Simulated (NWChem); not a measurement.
**BHO2 (oxoborinic acid) at M06-2X/def2-TZVP**

Aim: the vertical ionisation energy of BHO2 (oxoborinic acid) at M06-2X/def2-TZVP, from 2 runs. 

The results are computed with NWChem 7.3.0.

2 further runs of the same task are left out: 1 that didn't finish, 1 set aside as unsound or not needed.

**1. Starting point**

The species is BHO2 (4 atoms), meant as a singlet with charge 0. SMILES: `O=BO`. The coordinates come from a PBE0-D4/def2-TZVP relaxation.

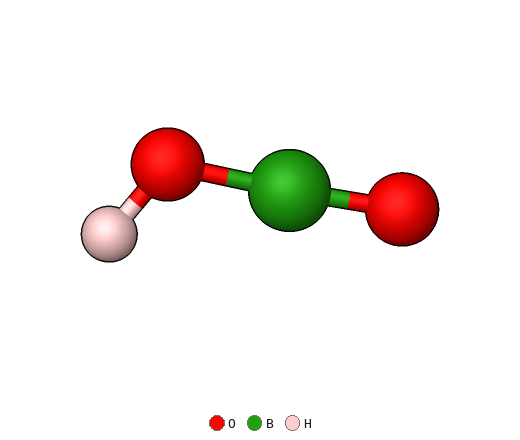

The structure, seen from a chosen angle (oxygen red, boron green, hydrogen pink).

**2. The energy at M06-2X/def2-TZVP**

calc.nw

```
start calc
title "BHO2 M06-2X"
memory 2200 mb

geometry units angstroms noautosym nocenter noautoz
  O    -1.555100    0.523500    0.428500
  B    -0.423900    0.132000    0.248600
  O     0.816700   -0.302000    0.108600
  H     1.162300   -0.353500   -0.785700
end

basis "ao basis" spherical bse
  * library def2-TZVP
end

dft
  xc m06-2x
  mult 1
  grid lebedev 35 6
  convergence energy 1e-08
  maxiter 100
  mulliken
  noprint "final vectors analysis"
end

task dft energy
```

Launch:

```sh
nwchem calc.nw > calc.out
```

Standard output:

```text
[...]
          Wavefunction type:  closed shell.
          No. of atoms     :     4
          No. of electrons :    22
[...]
          Charge           :     0
          Spin multiplicity:     1
[...]
          AO basis - number of functions:    99
[...]
              XC Information
              --------------
                       M06-2X Method XC Functional
                     Hartree-Fock (Exact) Exchange  0.540
                        M06-2X Exchange Functional  1.000
                      M06-2X Correlation Potential  1.000
[...]
 d= 0,ls=0.0,diis     1   -175.8765863905 -2.30D+02  9.57D-03  1.01D+00     1.7
[...]
 d= 0,ls=0.0,diis    10   -176.0002581409 -3.21D-09  4.59D-07  6.28D-09    15.1
         Total DFT energy =     -176.000258140866
      One electron energy =     -347.753887000987
           Coulomb energy =      139.359600913571
    Exchange-Corr. energy =      -21.611552540601
 Nuclear repulsion energy =       54.005580487150
[...]
      Total Density - Mulliken Population Analysis
     ---------------------------------------------
    Atom       Charge   Shell Charges
 -----------   ------   -------------------------------------------------------
    1 O    8     8.26   0.79  1.18  0.61  0.84  0.35  1.86  1.78  0.84  0.00  0.01  0.00
    2 B    5     4.72   0.92  1.05  0.54  0.16  0.01  1.03  0.60  0.09  0.11  0.16  0.05
    3 O    8     8.39   0.79  1.18  0.58  0.86  0.31  1.92  1.92  0.81  0.00  0.01  0.00
    4 H    1     0.63   0.25  0.31  0.02  0.05
[...]
```

Run time: 16 s. Hardware: 1 thread of Intel Xeon Platinum 8259CL at 2.50GHz (Skylake/Cascade Lake), shared host; peak memory 0.11 GiB.

**3. The doublet cation, same level**

mol.nw

```
start mol
memory 2200 mb
charge 1

geometry noautosym nocenter noautoz
O       -1.555100       0.523500       0.428500
B       -0.423900       0.132000       0.248600
O        0.816700      -0.302000       0.108600
H        1.162300      -0.353500      -0.785700
end

basis spherical bse
* library def2-TZVP
end

dft
xc m06-2x
mult 2
grid lebedev 35 6
convergence energy 1e-08
maxiter 100
mulliken
noprint "final vectors analysis"
end

task dft energy
```

Launch:

```sh
nwchem mol.nw > mol.out
```

Standard output:

```text
[...]
          Wavefunction type:  spin polarized.
          No. of atoms     :     4
          No. of electrons :    21
[...]
          Charge           :     1
          Spin multiplicity:     2
[...]
          AO basis - number of functions:    99
[...]
              XC Information
              --------------
                       M06-2X Method XC Functional
                     Hartree-Fock (Exact) Exchange  0.540
                        M06-2X Exchange Functional  1.000
                      M06-2X Correlation Potential  1.000
[...]
 d= 0,ls=0.0,diis     1   -175.3408060609 -2.29D+02  5.49D-03  4.76D-01     1.9
[...]
 d= 0,ls=0.0,diis    14   -175.5422486790 -3.62D-09  2.77D-07  7.12D-10    33.8
[...]
         Total DFT energy =     -175.542248678972
      One electron energy =     -340.096484548119
           Coulomb energy =      131.806262923445
    Exchange-Corr. energy =      -21.257607541447
 Nuclear repulsion energy =       54.005580487150
[...]
      Total Density - Mulliken Population Analysis
     ---------------------------------------------
    Atom       Charge   Shell Charges
 -----------   ------   -------------------------------------------------------
    1 O    8     7.78   0.79  1.18  0.64  0.90  0.34  1.81  1.66  0.44  0.00  0.02  0.00
    2 B    5     4.51   0.92  1.05  0.56  0.19  0.00  0.98  0.52  0.00  0.10  0.13  0.05
    3 O    8     8.14   0.79  1.18  0.59  0.89  0.27  1.89  1.89  0.61  0.00  0.02  0.00
    4 H    1     0.57   0.23  0.28  0.01  0.05
[...]
      <S2> =      0.7617 (Exact =     0.7500)
[...]
```

Wall time 35 s (1 thread of Intel Xeon Platinum 8259CL at 2.50GHz (Skylake/Cascade Lake), shared host); peak memory 0.11 GiB.

**4. Outcome**

Level: M06-2X/def2-TZVP.

| quantity | value |
| --- | --- |
| singlet BHO2: total energy | -176.00026 Eh |
| singlet BHO2: dipole moment | 3.95 D |
| doublet cation: total energy | -175.54225 Eh |
| doublet cation: ⟨S²⟩ | 0.762 |
| vertical ionisation energy (to the doublet cation) | 12.463 eV |

Removing an electron at fixed nuclei costs 12.46 eV (1203 kJ/mol).
